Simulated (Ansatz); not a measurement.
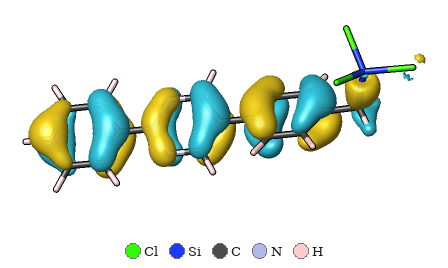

Figure 1: C17H13Cl3N2Si (charge +1, doublet). The HOMO (α) at ±0.08 Å⁻³ᐟ² (yellow and cyan are the two phases), seen at a tilt.

Geometry: PBE-D4/def2-SVP.

Level of theory: UKS PBE0-D4/def2-TZVP (Ansatz).

| atom | x (Å) | y (Å) | z (Å) |
| --- | --- | --- | --- |
| Cl | 6.0085 | 2.3851 | -0.4889 |
| Si | 6.5398 | 0.7530 | 0.6502 |
| Cl | 8.5707 | 0.4947 | 0.6329 |
| Cl | 5.8506 | 0.9883 | 2.5767 |
| C | 5.7271 | -0.8098 | -0.1000 |
| C | 4.2489 | -0.6945 | -0.1165 |
| C | 3.5768 | -0.0968 | -1.2195 |
| C | 2.1988 | 0.0617 | -1.2131 |
| C | 1.4154 | -0.3703 | -0.0997 |
| C | -0.0262 | -0.2081 | -0.0924 |
| C | -0.7039 | 0.7828 | -0.8712 |
| N | -2.0160 | 0.9305 | -0.8601 |
| C | -2.7544 | 0.0938 | -0.0838 |
| C | -4.2035 | 0.2504 | -0.0836 |
| C | -4.8043 | 1.3302 | -0.7940 |
| C | -6.1890 | 1.4716 | -0.7952 |
| C | -6.9916 | 0.5497 | -0.0856 |
| C | -6.4044 | -0.5212 | 0.6251 |
| C | -5.0211 | -0.6768 | 0.6263 |
| N | -2.2117 | -0.8816 | 0.6920 |
| C | -0.8989 | -1.0239 | 0.6953 |
| C | 2.0946 | -0.9643 | 1.0075 |
| C | 3.4737 | -1.1118 | 1.0017 |
| H | 6.0842 | -1.6514 | 0.5292 |
| H | 6.1619 | -0.9034 | -1.1169 |
| H | 4.1610 | 0.2385 | -2.0890 |
| H | 1.7082 | 0.5019 | -2.0928 |
| H | -0.1307 | 1.5161 | -1.4658 |
| H | -4.1520 | 2.0414 | -1.3206 |
| H | -6.6593 | 2.3047 | -1.3384 |
| H | -8.0863 | 0.6669 | -0.0869 |
| H | -7.0418 | -1.2357 | 1.1672 |
| H | -4.5357 | -1.5098 | 1.1543 |
| H | -0.4961 | -1.8629 | 1.2899 |
| H | 1.5274 | -1.2845 | 1.8931 |
| H | 3.9792 | -1.5546 | 1.8724 |

Where does this orbital lie, and at what energy?

No atom holds more than about 10 % of it (Hirshfeld); by element the shares are C 85 % and N 5 %. Its energy is −10.13 eV.
